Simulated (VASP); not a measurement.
# NbSi with PW91: from relaxation to properties

Aim: relax NbSi, then compute properties on the relaxed cell. The steps: relaxing cell and atoms (PW91), second relaxation, density, ELF and potential (PW91), bands along the symmetry lines (PW91), density of states (PW91), bands along the symmetry lines (HSE06), volume scan with PW91, fit for PW91 and core-level energies (PW91). The cell is invented: it takes the structure of COD entry 1010654, TaC (space group 225 there), with all of its atoms replaced by other elements, volume scaled by an estimate. It may not be a known or stable phase.

Program: VASP 6.6.1. Level of theory: PW91; plane waves and PAW (Nb_sv, Si), in the first sound run; inputs show where later runs differ. Results are calculated unless marked as measured.

### 1. The starting structure

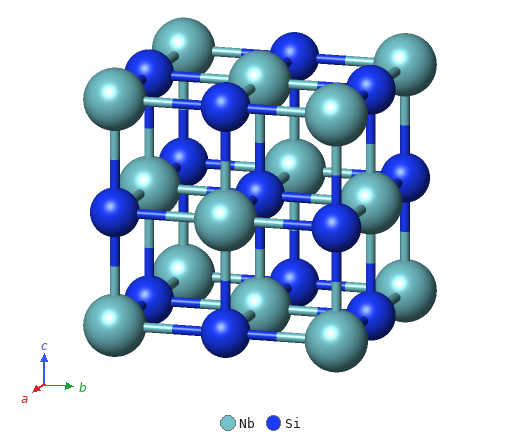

Start, viewed slightly off an axis; niobium teal, silicon blue. This picture shows the conventional cell, with its axes. Some periodic images of atoms are drawn too.

As a file:

```cif
data_structure
_symmetry_space_group_name_H-M 'P 1'
_symmetry_Int_Tables_number 1
_cell_length_a 3.3488
_cell_length_b 3.3488
_cell_length_c 3.3488
_cell_angle_alpha 60.000
_cell_angle_beta 60.000
_cell_angle_gamma 60.000
_cell_volume 26.56
loop_
_atom_site_label
_atom_site_type_symbol
_atom_site_fract_x
_atom_site_fract_y
_atom_site_fract_z
_atom_site_occupancy
Nb1 Nb 0.00000 0.00000 0.00000 1
Si2 Si 0.50000 0.50000 0.50000 1
```

### 2. Relaxing cell and atoms (PW91)

Properties are meant for the cell that this level of theory prefers, so cell and atoms are relaxed first (ISIF = 3) until forces and stress are small; EDIFFG sets the threshold. PW91 is the forerunner of PBE and gives much the same.

Input file INCAR:

```
SYSTEM = NbSi
PREC = Accurate
ENCUT = 400
EDIFF = 1E-06
NELM = 100
ISMEAR = -1
SIGMA = 0.05
LREAL = .FALSE.
ALGO = Normal
GGA = 91
LORBIT = 11
LWAVE = .FALSE.
LCHARG = .FALSE.
IBRION = 2
NSW = 60
ISIF = 3
EDIFFG = -0.01
```

Input file POSCAR:

```
NbSi
1.0
    0.0000000000      2.3679660000      2.3679660000
    2.3679660000      0.0000000000      2.3679660000
    2.3679660000      2.3679660000      0.0000000000
Nb Si
1 1
Direct
    0.0000000000      0.0000000000      0.0000000000
    0.5000000000      0.5000000000      0.5000000000
```

Input file KPOINTS:

```
Automatic mesh
0
Gamma
10 10 10
0 0 0
```

The projector-augmented-wave data sets are Nb_sv and Si (PBE family, release 64).

Launch:

```
mpirun -np 1 vasp_std
```

Log:

```text
[banner, memory and clock lines left out]
running    1 mpi-ranks, on    1 nodes
 distrk:  each k-point on    1 cores,    1 groups
 distr:  one band on    1 cores,    1 groups

 POSCAR found type information on POSCAR NbSi
 POSCAR found :  2 types and       2 ions
|                                                                             |
|               ----> ADVICE to this user running VASP <----                  |
|                                                                             |
|     You enforced a specific xc type in the INCAR file but a different       |
|     [... a line on the potential file left out ...]
|     I HOPE YOU KNOW WHAT YOU ARE DOING!                                     |
|                                                                             |

 LDA part: xc-table for (Slater(with rela. corr.)+CA(PZ))
 , standard interpolation
 POSCAR, INCAR and KPOINTS ok, starting setup
 FFT: planning ... GRIDC
 FFT: planning ... GRID_SOFT
 FFT: planning ... GRID
 WAVECAR not read
 entering main loop
       N       E                     dE             d eps       ncg     rms          rms(c)
DAV:   1     0.116931093475E+03    0.11693E+03   -0.78363E+03  1128   0.114E+03
DAV:   2    -0.970517198856E+01   -0.12664E+03   -0.12106E+03  1380   0.405E+02
DAV:   3    -0.153955158460E+02   -0.56903E+01   -0.54438E+01  1652   0.672E+01
DAV:   4    -0.157037894817E+02   -0.30827E+00   -0.30258E+00  1616   0.165E+01
DAV:   5    -0.157148081555E+02   -0.11019E-01   -0.11013E-01  1764   0.263E+00    0.129E+01
DAV:   6    -0.148308595886E+02    0.88395E+00   -0.31216E+00  1820   0.176E+01    0.467E+00
DAV:   7    -0.148303993640E+02    0.46022E-03   -0.85354E-02  1636   0.270E+00    0.249E+00
DAV:   8    -0.148336384873E+02   -0.32391E-02   -0.26919E-02  2080   0.135E+00    0.510E-01
DAV:   9    -0.148333433034E+02    0.29518E-03   -0.60695E-04  1436   0.227E-01    0.308E-01
DAV:  10    -0.148331842358E+02    0.15907E-03   -0.60582E-04  1476   0.322E-01    0.791E-02
DAV:  11    -0.148331672992E+02    0.16937E-04   -0.67106E-05  1436   0.118E-01    0.226E-02
DAV:  12    -0.148331666264E+02    0.67282E-06   -0.21706E-06  1468   0.151E-02
   1 F= -.14833167E+02 E0= -.14825123E+02  d E =-.148332E+02
 curvature:   0.00 expect dE= 0.000E+00 dE for cont linesearch  0.000E+00
 trial: gam= 0.00000 g(F)=  0.147E-63 g(S)=  0.757E+01 ort = 0.000E+00 (trialstep = 0.100E+01)
 search vector abs. value=  0.757E+01
 bond charge predicted
       N       E                     dE             d eps       ncg     rms          rms(c)
DAV:   1    -0.965931249567E+02   -0.81760E+02   -0.17517E+03  1300   0.509E+02    0.192E+02
DAV:   2    -0.356632424741E+02    0.60930E+02   -0.87506E+02  2172   0.244E+02    0.865E+01
DAV:   3    -0.157004822477E+02    0.19963E+02   -0.45729E+01  1436   0.467E+01    0.578E+01
DAV:   4    -0.123972772631E+02    0.33032E+01   -0.30253E+01  1908   0.270E+01    0.348E+01
DAV:   5    -0.126715133543E+02   -0.27424E+00   -0.13386E+00  1424   0.787E+00    0.331E+01
DAV:   6    -0.141082213557E+02   -0.14367E+01   -0.84753E+00  1936   0.206E+01    0.680E+00
DAV:   7    -0.138962414860E+02    0.21198E+00   -0.11196E+00  1836   0.815E+00    0.537E+00
DAV:   8    -0.139287122835E+02   -0.32471E-01   -0.20430E-01  1772   0.227E+00    0.720E-01
DAV:   9    -0.139291606804E+02   -0.44840E-03   -0.27590E-02  1784   0.144E+00    0.267E-01
DAV:  10    -0.139300623785E+02   -0.90170E-03   -0.13000E-03  1580   0.298E-01    0.125E-01
DAV:  11    -0.139301302081E+02   -0.67830E-04   -0.59153E-04  1740   0.120E-01    0.427E-02
DAV:  12    -0.139301158619E+02    0.14346E-04   -0.11927E-04  1828   0.825E-02    0.487E-02
DAV:  13    -0.139301959568E+02   -0.80095E-04   -0.69558E-04  1560   0.280E-02    0.690E-03
DAV:  14    -0.139309515453E+02   -0.75559E-03   -0.21764E-03   908   0.127E-02    0.551E-03
DAV:  15    -0.139313082168E+02   -0.35667E-03   -0.35520E-03   748   0.155E-02    0.460E-03
DAV:  16    -0.139313634843E+02   -0.55268E-04   -0.54918E-04   760   0.773E-03    0.195E-03
DAV:  17    -0.139313672136E+02   -0.37293E-05   -0.35183E-05   740   0.425E-03    0.187E-03
DAV:  18    -0.139313674079E+02   -0.19432E-06   -0.22457E-06   732   0.197E-03
   2 F= -.13931367E+02 E0= -.13922024E+02  d E =0.901799E+00
[...]
3 F= -.16014378E+02 E0= -.16008451E+02  d E =-.118121E+01
[...]
4 F= -.16026836E+02 E0= -.16020817E+02  d E =-.119367E+01
 curvature:  -0.18 expect dE=-0.682E-03 dE for cont linesearch -0.682E-03
 ZBRENT: interpolating
 opt :   0.3533  next Energy=   -16.027746 (dE=-0.119E+01)
 bond charge predicted
       N       E                     dE             d eps       ncg     rms          rms(c)
DAV:   1    -0.160353896559E+02   -0.85528E-02   -0.22761E-01  1252   0.696E+00    0.668E-01
DAV:   2    -0.160284077876E+02    0.69819E-02   -0.31020E-02  1696   0.220E+00    0.223E-01
DAV:   3    -0.160275301213E+02    0.87767E-03   -0.19706E-03  1820   0.420E-01    0.845E-02
DAV:   4    -0.160275174862E+02    0.12635E-04   -0.77631E-04  1908   0.210E-01    0.546E-02
DAV:   5    -0.160276242617E+02   -0.10678E-03   -0.25403E-04  1992   0.130E-01    0.129E-02
DAV:   6    -0.160276231476E+02    0.11141E-05   -0.29395E-05  1676   0.468E-02    0.472E-03
DAV:   7    -0.160276230279E+02    0.11976E-06   -0.73541E-07   872   0.821E-03
   5 F= -.16027623E+02 E0= -.16021564E+02  d E =-.119446E+01
 curvature:  -0.24 expect dE=-0.100E-05 dE for cont linesearch -0.100E-05
 trial: gam=-0.00074 g(F)=  0.121E-59 g(S)=  0.413E-05 ort = 0.559E-02 (trialstep = 0.871E+00)
 search vector abs. value=  0.102E-09
 reached required accuracy - stopping structural energy minimisation
```

Run time: 30 s. Hardware: 1 MPI rank of Intel Xeon Platinum 8488C (Sapphire Rapids), shared host; peak memory 0.14 GiB.

Lines that name or quote the potential files are left out of all logs, and their timing lines are given in words.

Parts of OUTCAR (step 2):

```text
ion  position               nearest neighbor table
   1  0.000  0.000  0.000-   2 2.37   2 2.37   2 2.37   2 2.37   2 2.37   2 2.37
   2  0.500  0.500  0.500-   1 2.37   1 2.37   1 2.37   1 2.37   1 2.37   1 2.37

  LATTYP: Found a face centered cubic cell.
 ALAT       =     4.7359320000

 Subroutine GETGRP returns: Found 48 space group operations
 (whereof 48 operations were pure point group operations)

The static configuration has the point symmetry O_h .

 Found     47 irreducible k-points:

   k-points           NKPTS =     47   k-points in BZ     NKDIM =     47   number of bands    NBANDS=     12

   dimension x,y,z NGX =    24 NGY =   24 NGZ =   24
   dimension x,y,z NGXF=    48 NGYF=   48 NGZF=   48

   ENCUT  =  400.0 eV  29.40 Ry    5.42 a.u.   5.46  5.46  5.46*2*pi/ulx,y,z

   NELECT =      17.0000    total number of electrons

 k-points in reciprocal lattice and weights: Automatic mesh
   0.00000000  0.00000000  0.00000000       0.001
   0.10000000  0.00000000  0.00000000       0.008
   0.20000000  0.00000000  0.00000000       0.008
   0.30000000  0.00000000  0.00000000       0.008
   0.40000000  0.00000000  0.00000000       0.008
   0.50000000  0.00000000  0.00000000       0.004
   0.10000000  0.10000000  0.00000000       0.006
   0.20000000  0.10000000  0.00000000       0.024
   0.30000000  0.10000000  0.00000000       0.024
[...]
-0.30000000  0.40000000  0.20000000       0.024
  -0.30000000  0.50000000  0.20000000       0.012

 average (electrostatic) potential at core
       1 -78.9419       2 -78.8365

 E-fermi :  10.2946

 k-point     1 :       0.0000    0.0000    0.0000
  band No.  band energies     occupation
    ...
      6       8.9797      2.00000
      7       8.9797      2.00000
      8       8.9797      2.00000
      9       9.5054      2.00000
     10       9.5054      2.00000
     11      12.6293      0.00000
     12      12.6293      0.00000

 k-point     2 :       0.1000    0.0000    0.0000
  band No.  band energies     occupation
    ...
      6       8.6310      2.00000
      7       8.8929      2.00000
      8       8.8929      2.00000
      9       9.3263      2.00000
     10       9.3263      2.00000
     11      12.4313      0.00000
     12      13.2813      0.00000

 k-point     3 :       0.2000    0.0000    0.0000
  band No.  band energies     occupation
    ...
      6       7.7116      2.00000
      7       8.2149      2.00000
      8       8.2149      2.00000
      9       9.7152      1.99998
     10       9.7152      1.99998
     11      12.1348      0.00000
     12      14.6783      0.00000

  Total        0.0075591      0.0075591      0.0075591     -0.0000000      0.0000000     -0.0000000
  in kB        0.3549404      0.3549404      0.3549404     -0.0000000      0.0000000     -0.0000000
  external PRESSURE =       0.3549404 kB  Pullay stress =       0.0000000 kB

  energy-cutoff  :      400.00
  volume of cell :       34.12
      direct lattice vectors                 reciprocal lattice vectors
    -0.000000000  2.574335612  2.574335612    -0.194224870  0.194224870  0.194224870
     2.574335612  0.000000000  2.574335612     0.194224870 -0.194224870  0.194224870
     2.574335612  2.574335612  0.000000000     0.194224870  0.194224870 -0.194224870

 POSITION                                       TOTAL-FORCE (eV/Angst)
 -----------------------------------------------------------------------------------
      0.00000      0.00000      0.00000         0.000000      0.000000      0.000000
      2.57434      2.57434      2.57434        -0.000000     -0.000000     -0.000000
 -----------------------------------------------------------------------------------
    total drift:                                0.000000     -0.000000     -0.000000

  FREE ENERGIE OF THE ION-ELECTRON SYSTEM (eV)
  ---------------------------------------------------
  free  energy   TOTEN  =       -16.0276230279 eV

  energy  without entropy=      -16.0155054893  energy(sigma->0) =      -16.02156426

 reached required accuracy - stopping structural energy minimisation

 total charge
# of ion       s       p       d       tot
------------------------------------------
    1        2.139   5.997   2.570  10.705
    2        0.792   0.967   0.000   1.759
--------------------------------------------------
tot          2.931   6.964   2.570  12.464

[... 3 further parts left out ...]
```

CONTCAR:

```
NbSi
   1.00000000000000
    -0.0000000000000000    2.5743356119316898    2.5743356119316898
     2.5743356119316898    0.0000000000000000    2.5743356119316898
     2.5743356119316898    2.5743356119316898    0.0000000000000000
  Nb              Si
     1     1
Direct
     0.0000000000000000    0.0000000000000000    0.0000000000000000
     0.5000000000000000    0.5000000000000000    0.5000000000000000
```

This run has no spin polarisation. Its electron count is odd, so without a moment it is a metal by construction. The PAW data sets were made with PBE, which is usual practice but a small mismatch for other functionals. After so large a change of volume the plane waves of the start cell no longer fit, so the final stress carries a basis-set error. The run keeps the 48 symmetry operations of its start, so it cannot find a distortion of lower symmetry.

Step by step:

| step | energy less that of the first step (eV) | largest force (eV/Å) | pressure (GPa) | volume (Å³) |
| --- | --- | --- | --- | --- |
| 1 | 0.0000 | 0.0000 | 61.70 | 26.56 |
| 2 | 0.9018 | 0.0000 | -28.23 | 51.45 |
| 3 | -1.1812 | 0.0000 | -4.15 | 35.13 |
| 4 | -1.1937 | 0.0000 | -1.06 | 34.37 |
| 5 | -1.1945 | 0.0000 | 0.04 | 34.12 |

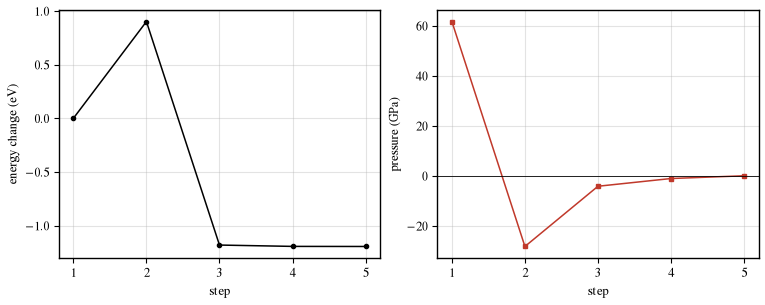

Energy and pressure along the relaxation.

| conventional cell, symmetrised | before | after | change |
| --- | --- | --- | --- |
| a (Å) | 4.736 | 5.149 | +8.7 % |
| b (Å) | 4.736 | 5.149 | +8.7 % |
| c (Å) | 4.736 | 5.149 | +8.7 % |
| volume (Å³/atom) | 13.28 | 17.06 | +28.5 % |

The relaxed structure:

```cif
data_structure
_symmetry_space_group_name_H-M 'P 1'
_symmetry_Int_Tables_number 1
_cell_length_a 3.6407
_cell_length_b 3.6407
_cell_length_c 3.6407
_cell_angle_alpha 60.000
_cell_angle_beta 60.000
_cell_angle_gamma 60.000
_cell_volume 34.12
loop_
_atom_site_label
_atom_site_type_symbol
_atom_site_fract_x
_atom_site_fract_y
_atom_site_fract_z
_atom_site_occupancy
Nb1 Nb 0.00000 0.00000 0.00000 1
Si2 Si 0.50000 0.50000 0.50000 1
```

Numbers from this step:

```
electrons                       : 17
bands                           : 12
irreducible k-points            : 47
symmetry operations             : 48
free energy (TOTEN)             : -16.03 eV
energy at zero smearing         : -16.02 eV
Fermi energy                    : 10.29 eV
pressure                        : 0.03549 GPa
metallic                        : yes
SCF cycles over all ionic steps : 58
```

It ends with forces that vanish by symmetry and a pressure of 0.04 GPa.

### 3. Second relaxation

The basis stayed that of the start cell while the cell moved. A rerun from the cell reached resets it; the error of the finite cutoff stays. The mesh changes with the cell too.

INCAR is that of step 2.

Input file POSCAR:

```
NbSi
1.0
    0.0000000000      2.5743356119      2.5743356119
    2.5743356119      0.0000000000      2.5743356119
    2.5743356119      2.5743356119      0.0000000000
Nb Si
1 1
Direct
    0.0000000000      0.0000000000      0.0000000000
    0.5000000000      0.5000000000      0.5000000000
```

Input file KPOINTS:

```
Automatic mesh
0
Gamma
9 9 9
0 0 0
```

Launch:

```
mpirun -np 1 vasp_std
```

Log:

```text
[banner, memory and clock lines left out]
running    1 mpi-ranks, on    1 nodes
 distrk:  each k-point on    1 cores,    1 groups
 distr:  one band on    1 cores,    1 groups

 POSCAR found type information on POSCAR NbSi
 POSCAR found :  2 types and       2 ions
 [... a notice as in an earlier step ...]

 LDA part: xc-table for (Slater(with rela. corr.)+CA(PZ))
 , standard interpolation
 POSCAR, INCAR and KPOINTS ok, starting setup
 FFT: planning ... GRIDC
 FFT: planning ... GRID_SOFT
 FFT: planning ... GRID
 WAVECAR not read
 entering main loop
       N       E                     dE             d eps       ncg     rms          rms(c)
DAV:   1     0.106841924492E+03    0.10684E+03   -0.76377E+03   840   0.110E+03
DAV:   2    -0.114986281641E+02   -0.11834E+03   -0.11357E+03  1024   0.373E+02
DAV:   3    -0.170280230794E+02   -0.55294E+01   -0.52956E+01  1324   0.655E+01
DAV:   4    -0.173252866524E+02   -0.29726E+00   -0.29454E+00  1248   0.141E+01
DAV:   5    -0.173368086578E+02   -0.11522E-01   -0.11016E-01  1360   0.234E+00    0.887E+00
DAV:   6    -0.160519025343E+02    0.12849E+01   -0.56473E+00  1332   0.204E+01    0.259E+00
DAV:   7    -0.160555289292E+02   -0.36264E-02   -0.11097E-01  1048   0.332E+00    0.159E+00
DAV:   8    -0.160563006149E+02   -0.77169E-03   -0.22005E-02  1528   0.122E+00    0.312E-01
DAV:   9    -0.160562822569E+02    0.18358E-04   -0.70241E-04  1056   0.239E-01    0.128E-01
DAV:  10    -0.160563083740E+02   -0.26117E-04   -0.14172E-04  1116   0.155E-01    0.124E-02
DAV:  11    -0.160563077373E+02    0.63673E-06   -0.52583E-06  1172   0.254E-02
   1 F= -.16056308E+02 E0= -.16051050E+02  d E =-.160563E+02
 curvature:   0.00 expect dE= 0.000E+00 dE for cont linesearch  0.000E+00
 trial: gam= 0.00000 g(F)=  0.171E-61 g(S)=  0.523E-06 ort = 0.000E+00 (trialstep = 0.100E+01)
 search vector abs. value=  0.524E-06
 reached required accuracy - stopping structural energy minimisation
```

Run time: 7 s. Hardware: 1 MPI rank; peak memory 0.14 GiB.

Parts of OUTCAR (step 3):

```text
  LATTYP: Found a face centered cubic cell.
 ALAT       =     5.1486712238

The static configuration has the point symmetry O_h .

 Found     35 irreducible k-points:

   k-points           NKPTS =     35   k-points in BZ     NKDIM =     35   number of bands    NBANDS=     12

   ENCUT  =  400.0 eV  29.40 Ry    5.42 a.u.   5.94  5.94  5.94*2*pi/ulx,y,z

   NELECT =      17.0000    total number of electrons

 E-fermi :  10.2016

 k-point     1 :       0.0000    0.0000    0.0000
  band No.  band energies     occupation
    ...
      6       8.9804      2.00000
      7       8.9804      2.00000
      8       8.9804      2.00000
      9       9.5066      2.00000
     10       9.5066      2.00000
     11      12.6248      0.00000
     12      12.6248      0.00000

 k-point     2 :       0.1111    0.0000    0.0000
  band No.  band energies     occupation
    ...
      6       8.5526      2.00000
      7       8.8356      2.00000
      8       8.8356      2.00000
      9       9.3410      2.00000
     10       9.3410      2.00000
     11      12.3895      0.00000
     12      13.4095      0.00000

  Total       -0.0026896     -0.0026896     -0.0026896      0.0000000     -0.0000000      0.0000000
  in kB       -0.1262909     -0.1262909     -0.1262909      0.0000000     -0.0000000      0.0000000
  external PRESSURE =      -0.1262909 kB  Pullay stress =       0.0000000 kB

  energy-cutoff  :      400.00
  volume of cell :       34.12
      direct lattice vectors                 reciprocal lattice vectors
     0.000000000  2.574335612  2.574335612    -0.194224870  0.194224870  0.194224870
     2.574335612  0.000000000  2.574335612     0.194224870 -0.194224870  0.194224870
     2.574335612  2.574335612  0.000000000     0.194224870  0.194224870 -0.194224870

  FREE ENERGIE OF THE ION-ELECTRON SYSTEM (eV)
  ---------------------------------------------------
  free  energy   TOTEN  =       -16.0563077373 eV

  energy  without entropy=      -16.0457915659  energy(sigma->0) =      -16.05104965

 total charge
# of ion       s       p       d       tot
------------------------------------------
    1        2.141   5.997   2.568  10.707
    2        0.792   0.964   0.000   1.756
--------------------------------------------------
tot          2.933   6.962   2.568  12.463

[... 4 parts as in an earlier step ...]

[... 7 further parts left out ...]
```

The k-mesh is coarse for a metal.

Little changed from the start: no atom moved by 0.005 Å and no cell edge by 0.1 %.

Numbers from this step:

* irreducible k-points: 35
* free energy (TOTEN): -16.06 eV
* energy at zero smearing: -16.05 eV
* Fermi energy: 10.20 eV
* pressure: -0.01263 GPa
* SCF cycles over all ionic steps: 11

It ends with forces that vanish by symmetry and a pressure of -0.01 GPa. The volume moved by under 0.01 %: the run met its threshold at the first step.

[end of part 1 of 4]

[Lines on the potential files, build, host, timing and source positions are cut from VASP's logs without a mark.]

[Logs are printed without paths, hosts, clocks, repeated set-up lines and the standing remarks that a program may print on its own settings, such as how far it seeks lower states.]

[Hosts, paths, dates, database ids (printed as entryN), source tags and the programs' standing remarks are cut or masked in the printed files.]

[A measured line is paired with the nearest computed mode of its activity, which favours agreement.]

[In band tables of VASP the shares of atoms and orbitals are scaled to a sum of 1 inside the atoms' spheres.]
